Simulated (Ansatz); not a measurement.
# A low-energy model for Te2Mo (1H sheet): bands, U and J, part 2 of 2

Aim: U, U′ and J for the Mo d shell of Te2Mo (1H sheet).

Ansatz 0.2.0; non-magnetic LDA, then constrained RPA, plane waves, PAW.

So far. Step 2 (LDA bands and orbital weights): The gap is direct, at (0.333, 0.333, 0.000).

## 3. Constrained RPA: Mo d + anion p, bands v7 to c4, 6×6×1 mesh, medium accuracy

Constrained RPA screens the interaction with every transition except those inside the target bands, which a later many-body model would treat itself.

This step: constrained RPA on LDA, plane waves, PAW.

Input file input.yaml:

```yaml
crystal:
  lattice:
    - [-3.00214567, 1.73328961, 0.0]
    - [0.0, -3.46657923, 0.0]
    - [0.0, 0.0, 31.23161672]
  atoms:
    - { symbol: Mo, position: [0.0, 0.0, 0.3096908754] }
    - { symbol: Te, position: [0.3333333333, 0.6666666667, 0.367161021] }
    - { symbol: Te, position: [0.3333333333, 0.6666666667, 0.2522207298] }
  periodic: [true, true, false]
kpoints:
  mp_grid: { grid: [9, 9, 1] }
hamiltonian:
  xc: lda
scf:
  occupations: { method: gaussian, width: 0.08 }
  n_extra_bands: 19
  max_iter: 150
  lower_state_search: "off"
output:
  crpa:
    kmesh: [6, 6, 1]
    target_bands: [v7, c4]
    projections: [{ species: Mo, l: d, shell: 4 }, { species: Te, l: p, shell: 5 }]
  local_orbitals:
    kmesh: [12, 12, 1]
    orbitals: [{ species: Mo, l: d, shell: 4 }, { species: Te, l: p, shell: 5 }]
    window: { bands: [v7, c4] }
    seedname: lo
```

The run is started by

```bash
$ ansatz run input.yaml --threads 8 --pin off --max-ram 14745MiB --backend cpu --events-out ev --progress --plain --runs-dir out
```

Numbers of over 12 decimals in the logs are rounded to 6 here.

What it wrote:

```text
[...]
Crystal: 3 atoms, lattice volume = 325.033 Å³
Basis set: ecut = 420 eV, 6327 PW (Γ)
Bands: 42, of which v1, the nominal top of the filled ones, is band 23 counted from 1 (22 counted from 0)
Symmetry: 12 space group operations
[...]
k-points: 12 of 81 (time reversal used)
[...]
SCF iter   1: F=—  HF=-18497.971057 eV  |F-HF|=—  |Δ(HF+E_count)|=         —  Δρ=3.57e-3  dr2=1.96e-2  ethr=1.77e-3  ⟨swp⟩=13.0  Hψ=3911  notcnv=0  defer=75
[...]
SCF iter   7: F=-18497.970185 eV  HF=-18497.970185 eV  |F-HF|=3.12e-8  |Δ(HF+E_count)|=   1.23e-7  Δρ=4.52e-6  dr2=8.05e-8  ethr=2.17e-10  ⟨swp⟩=19.5  Hψ=4567  notcnv=0
SCF 1 converged in 7 iterations: F = -18497.970185 eV  dr2 = 8.05e-8
[...]
NSCF: frozen V_eff on 22 k-points
[...]
cRPA screening: q 1/36
cRPA screening: q 2/36
cRPA screening: q 4/36 (q-point 3)
cRPA screening: q 6/36 (q-point 4)
cRPA screening: q 7/36
cRPA screening: q 11/36 (q-point 8)
cRPA screening: q 15/36 (q-point 9)
cRPA screening: q 19/36 (q-point 13)
cRPA screening: q 23/36 (q-point 14)
cRPA screening: q 27/36 (q-point 15)
cRPA screening: q 29/36 (q-point 18)
cRPA screening: q 31/36 (q-point 19)
cRPA screening: q 33/36 (q-point 20)
SCF converged after 7 iterations
Free energy (F): -18497.970185 eV
[...]
Internal energy: -18497.970185 eV  (E = F + TS)
E sigma→0 (E₀):  -18497.970185 eV
Fermi energy:    -4.507758 eV
[...]
--- Band table (eV; the first three rows and the last of 12) ---
  k-point 0: bands = [... 19 lower, -6.7728, -5.9470, -5.9470, -5.7171, -1.7725 (-1.7725°), -1.7725 (-1.7725°), -1.4646 (-1.4646°), -1.4646 (-1.4646°), ... 15 higher]
  k-point 1: bands = [... 19 lower, -6.6195, -6.1774, -5.8524, -5.7203, -2.4339, -2.4246, -1.8480, -1.6343 (-1.6343°), ... 15 higher]
  k-point 2: bands = [... 19 lower, -6.6746, -6.2063, -6.1544, -5.8983, -3.4705, -2.8314, -2.5933, -1.3984, ... 15 higher]
  k-point 11: bands = [... 19 lower, -8.1926, -8.0501, -6.8969, -5.1278, -3.8877, -3.2478, -2.3744, -0.7490, ... 15 higher]
  ° read free of the cell's end (the report's vacuum.weakly_bound_levels)
[...]
--- cRPA (band scheme, projected local orbitals): target bands 17..27 (1-based), 11 Wannier function(s), 6×6×1 mesh, 54 bands' worth read of 59 solved, ecut_chi 136.0 eV, v(q+G=0) probe_charge, pair densities all_electron ---
  bands read: the sum over 54 bands ends inside a degenerate multiplet in 1 slot, whose members it reads at an even weight; the widest, k=0: bands 54 to 55 (counted from 1) at 1/2 each
  χ-basis size per q: N_G = 1164..1205
  window electrons = 14.0000, filled by tetrahedron_uncorrected; constrained ε̄⁻¹(q = 0, 0) head = 0.776106; min gauge Gram eig = 0.6746
  Kanamori averages over each shell's own Wannier functions (sites counted from 0, functions from 1):
  Each shell's averages of U are screened by what lies outside the whole window alone: parameters of one model of all the shells.
    Site 0, 4D, 5 of 5 d orbitals (Wannier functions 1, 2, 3, 4, 5; wannier90's mr 1, 2, 3, 4, 5):
      screened: U = 5.7636 eV, U' = 5.0650 eV, J = 0.3595 eV
      screened, to within: U = 1.5e-2 eV, U' = 1.5e-2 eV, J = 5.9e-4 eV
      bare: V = 12.8543 eV, V' = 11.9202 eV, J = 0.4800 eV
    Site 1, 5P, 3 of 3 p orbitals (Wannier functions 6, 7, 8; wannier90's mr 1, 2, 3):
      screened: U = 5.0608 eV, U' = 4.3797 eV, J = 0.3613 eV
      screened, to within: U = 1.7e-2 eV, U' = 1.7e-2 eV, J = 7.3e-4 eV
      bare: V = 9.6886 eV, V' = 8.6064 eV, J = 0.5748 eV
    Site 2, 5P, 3 of 3 p orbitals (Wannier functions 9, 10, 11; wannier90's mr 1, 2, 3):
      screened: U = 5.0608 eV, U' = 4.3797 eV, J = 0.3613 eV
      screened, to within: U = 1.7e-2 eV, U' = 1.7e-2 eV, J = 7.3e-4 eV
      bare: V = 9.6886 eV, V' = 8.6064 eV, J = 0.5748 eV
  Hermiticity witness max|P − P†| over intra, direct and exchange elements: 7.99e-15 eV (screened), 5.73e-17 eV (bare)
  Reality witness max|Im| over intra, direct and exchange elements: 2.94e-9 eV (screened), 3.24e-16 eV (bare)
```

The job ended after 7.2 min (8 threads of Arm Neoverse V2, shared host; peak memory 3.5 GiB; 55 min of CPU time).

Numbers from this step:

```yaml
u: 5.764 eV
u_prime_inter_orbital: 5.065 eV
j: 0.3595 eV
bare_v: 12.85 eV
bare_j: 0.4800 eV
stated_bound_on_u: 0.01495 eV
u_over_bare_v: 0.4484
electrons_in_the_window: 14
head_of_the_constrained_inverse_dielectric_matrix: 0.7761
least_eigenvalue_of_the_projection_s_overlap: 0.6746
target_functions: 11
bands_in_the_sums: 54
r_m_s_miss_of_the_model_bands: 0.002156 eV
width_of_the_target_bands: 10.01 eV
weight_of_the_projected_orbitals_in_the_window: 0.9358
```

On the Mo d shell, screening brings the on-site interaction from 12.9 eV down to U = 5.76 eV.

Kanamori averages over each shell's functions. Crpa shells, by row:

| site | element | shell | orbitals | U (eV) | U' (eV) | J (eV) | bare V (eV) | bare V' (eV) | bare J (eV) | bound on U (eV) |
| --- | --- | --- | --- | --- | --- | --- | --- | --- | --- | --- |
| 1 | Mo | 4D | 5 | 5.764 | 5.065 | 0.3595 | 12.85 | 11.92 | 0.48 | 0.01495 |
| 2 | Te | 5P | 3 | 5.061 | 4.38 | 0.3613 | 9.689 | 8.606 | 0.5748 | 0.0162 |
| 3 | Te | 5P | 3 | 5.061 | 4.38 | 0.3613 | 9.689 | 8.606 | 0.5748 | 0.0162 |

Density-density elements U_iijj, eV. U matrix, by row:

| orbital | Mo1 dz2 | Mo1 dxz | Mo1 dyz | Mo1 dx2-y2 | Mo1 dxy | Te2 pz | Te2 px | Te2 py | Te3 pz | Te3 px | Te3 py |
| --- | --- | --- | --- | --- | --- | --- | --- | --- | --- | --- | --- |
| Mo1 dz2 | 5.691 | 5.204 | 5.204 | 4.921 | 4.921 | 2.668 | 2.628 | 2.735 | 2.668 | 2.628 | 2.735 |
| Mo1 dxz | 5.204 | 5.89 | 5.114 | 5.031 | 5.025 | 2.631 | 2.592 | 2.707 | 2.631 | 2.592 | 2.707 |
| Mo1 dyz | 5.204 | 5.114 | 5.89 | 5.025 | 5.031 | 2.701 | 2.672 | 2.743 | 2.701 | 2.672 | 2.743 |
| Mo1 dx2-y2 | 4.921 | 5.031 | 5.025 | 5.674 | 5.174 | 2.66 | 2.603 | 2.673 | 2.66 | 2.603 | 2.673 |
| Mo1 dxy | 4.921 | 5.025 | 5.031 | 5.174 | 5.674 | 2.631 | 2.572 | 2.637 | 2.631 | 2.572 | 2.637 |
| Te2 pz | 2.668 | 2.631 | 2.701 | 2.66 | 2.631 | 4.979 | 4.373 | 4.373 | 2.406 | 2.307 | 2.307 |
| Te2 px | 2.628 | 2.592 | 2.672 | 2.603 | 2.572 | 4.373 | 5.102 | 4.392 | 2.307 | 2.236 | 2.226 |
| Te2 py | 2.735 | 2.707 | 2.743 | 2.673 | 2.637 | 4.373 | 4.392 | 5.102 | 2.307 | 2.226 | 2.236 |
| Te3 pz | 2.668 | 2.631 | 2.701 | 2.66 | 2.631 | 2.406 | 2.307 | 2.307 | 4.979 | 4.373 | 4.373 |
| Te3 px | 2.628 | 2.592 | 2.672 | 2.603 | 2.572 | 2.307 | 2.236 | 2.226 | 4.373 | 5.102 | 4.392 |
| Te3 py | 2.735 | 2.707 | 2.743 | 2.673 | 2.637 | 2.307 | 2.226 | 2.236 | 4.373 | 4.392 | 5.102 |

Exchange elements U_ijji, eV. J matrix, by row:

| orbital | Mo1 dz2 | Mo1 dxz | Mo1 dyz | Mo1 dx2-y2 | Mo1 dxy | Te2 pz | Te2 px | Te2 py | Te3 pz | Te3 px | Te3 py |
| --- | --- | --- | --- | --- | --- | --- | --- | --- | --- | --- | --- |
| Mo1 dz2 | - | 0.283 | 0.283 | 0.433 | 0.433 | 0.036 | 0.019 | 0.044 | 0.036 | 0.019 | 0.044 |
| Mo1 dxz | 0.283 | - | 0.388 | 0.384 | 0.378 | 0.028 | 0.017 | 0.042 | 0.028 | 0.017 | 0.042 |
| Mo1 dyz | 0.283 | 0.388 | - | 0.378 | 0.384 | 0.047 | 0.042 | 0.044 | 0.047 | 0.042 | 0.044 |
| Mo1 dx2-y2 | 0.433 | 0.384 | 0.378 | - | 0.25 | 0.039 | 0.026 | 0.028 | 0.039 | 0.026 | 0.028 |
| Mo1 dxy | 0.433 | 0.378 | 0.384 | 0.25 | - | 0.038 | 0.017 | 0.024 | 0.038 | 0.017 | 0.024 |
| Te2 pz | 0.036 | 0.028 | 0.047 | 0.039 | 0.038 | - | 0.365 | 0.365 | 0.027 | 0.018 | 0.018 |
| Te2 px | 0.019 | 0.017 | 0.042 | 0.026 | 0.017 | 0.365 | - | 0.355 | 0.018 | 0.008 | 0.002 |
| Te2 py | 0.044 | 0.042 | 0.044 | 0.028 | 0.024 | 0.365 | 0.355 | - | 0.018 | 0.002 | 0.008 |
| Te3 pz | 0.036 | 0.028 | 0.047 | 0.039 | 0.038 | 0.027 | 0.018 | 0.018 | - | 0.365 | 0.365 |
| Te3 px | 0.019 | 0.017 | 0.042 | 0.026 | 0.017 | 0.018 | 0.008 | 0.002 | 0.365 | - | 0.355 |
| Te3 py | 0.044 | 0.042 | 0.044 | 0.028 | 0.024 | 0.018 | 0.002 | 0.008 | 0.365 | 0.355 | - |

Projected local orbitals of the target window. Electronic bands along the path, in eV, zero at the Fermi level; v1 is the highest filled band, c1 the lowest empty one:

| point | v4 | v3 | v2 | v1 | c1 | c2 | c3 | c4 |
| --- | --- | --- | --- | --- | --- | --- | --- | --- |
| Γ | -2.27 | -1.44 | -1.44 | -1.21 | 2.74 | 2.74 | 3.04 | 3.04 |
| M | -2.94 | -2.32 | -1.39 | -0.77 | 0.96 | 1.26 | 2.81 | 3.29 |
| K | -3.68 | -3.54 | -2.39 | -0.62 | 0.62 | 1.26 | 2.13 | 3.76 |
| Γ | -2.27 | -1.44 | -1.44 | -1.21 | 2.74 | 2.74 | 3.04 | 3.04 |

The same for Kohn-Sham, solved directly:

| point | v4 | v3 | v2 | v1 | c1 | c2 | c3 | c4 |
| --- | --- | --- | --- | --- | --- | --- | --- | --- |
| Γ | -2.27 | -1.44 | -1.44 | -1.21 | 2.74 | 2.74 | 3.04 | 3.04 |
| M | -2.94 | -2.32 | -1.39 | -0.77 | 0.96 | 1.26 | 2.81 | 3.29 |
| K | -3.68 | -3.54 | -2.39 | -0.62 | 0.62 | 1.26 | 2.13 | 3.76 |
| Γ | -2.27 | -1.44 | -1.44 | -1.21 | 2.74 | 2.74 | 3.04 | 3.04 |

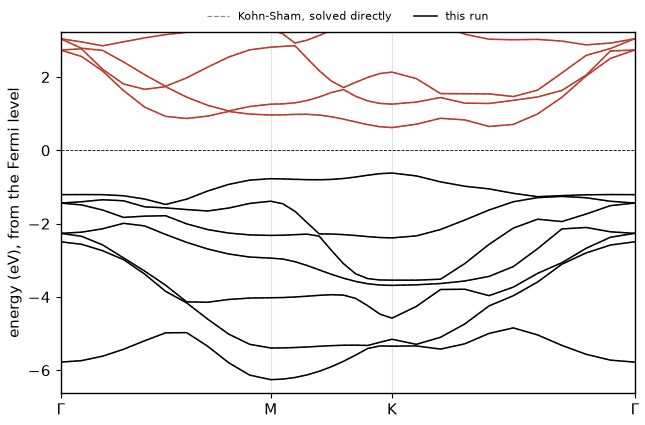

Electronic bands along the path; lines of filled and empty bands in two colours; dashed: Kohn-Sham, solved directly.

Onsite levels, by row:

| orbital | level less Fermi level (eV) |
| --- | --- |
| Mo1 dz2 | -1.129 |
| Mo1 dxz | -0.3382 |
| Mo1 dyz | -0.3382 |
| Mo1 dx2-y2 | -0.8287 |
| Mo1 dxy | -0.8287 |
| Te2 pz | -2.031 |
| Te2 px | -1.638 |
| Te2 py | -1.638 |
| Te3 pz | -2.031 |
| Te3 px | -1.638 |
| Te3 py | -1.638 |

Largest distinct elements between sites. Hoppings, by row:

| from | to | cell | distance (Å) | t (eV) |
| --- | --- | --- | --- | --- |
| Te2 px | Mo1 dxz | 1 1 0 | 2.688 | 1.27 |
| Te3 pz | Te2 pz | 0 0 0 | 3.59 | 1.153 |
| Te2 py | Te2 py | 0 1 0 | 3.467 | 1.144 |
| Mo1 dxz | Te3 pz | -1 -1 0 | 2.688 | 0.9111 |
| Te2 px | Te2 px | -1 0 0 | 3.467 | 0.8512 |
| Mo1 dyz | Te3 py | 0 0 0 | 2.688 | -0.8455 |
| Te3 py | Mo1 dxy | 1 1 0 | 2.688 | -0.8131 |
| Te3 pz | Mo1 dyz | 0 0 0 | 2.688 | -0.789 |
| Te2 px | Mo1 dyz | 0 1 0 | 2.688 | -0.736 |
| Mo1 dx2-y2 | Te2 px | 0 -1 0 | 2.688 | 0.7028 |
| Te3 px | Mo1 dz2 | 1 1 0 | 2.688 | 0.6397 |
| Te2 py | Te2 px | -1 -1 0 | 3.467 | 0.581 |

## 4. What came out

| Quantity | Value |
| --- | --- |
| Mo d + anion p | U 5.76 eV, U′ 5.06 eV, J 0.36 eV, bare V 12.9 eV |
| method | constrained RPA on non-magnetic LDA, 6×6×1 mesh, static; search for lower states off |

**Reading.** For Mo d + anion p, screening cuts the on-site interaction from 12.85 eV to 5.76 eV (45 %), while J goes only from 0.48 eV to 0.36 eV: the monopole is screened far more than the multipoles. U − 2J differs from U′ by −0.02 eV, so the Kanamori relation holds well. The parent state is non-magnetic and the interaction static (zero frequency); U depends on the window and the orbitals, so it belongs to this model alone. A window that holds the anion p bands defines a model with explicit ligands; its U belongs to that model and is not the U of DFT+U.

[Paths, hosts, dates, memory and timing lines, banners, echoed tables and standing remarks are left out of the program output.]

[Logs are printed without paths, hosts, clocks, repeated set-up lines and the standing remarks that a program may print on its own settings, such as how far it seeks lower states.]

[Runs of the session that timed out or met a known fault of the program may be left out.]

[Hosts, paths, dates, database ids (printed as entryN), source tags and the programs' standing remarks are cut or masked in the printed files.]
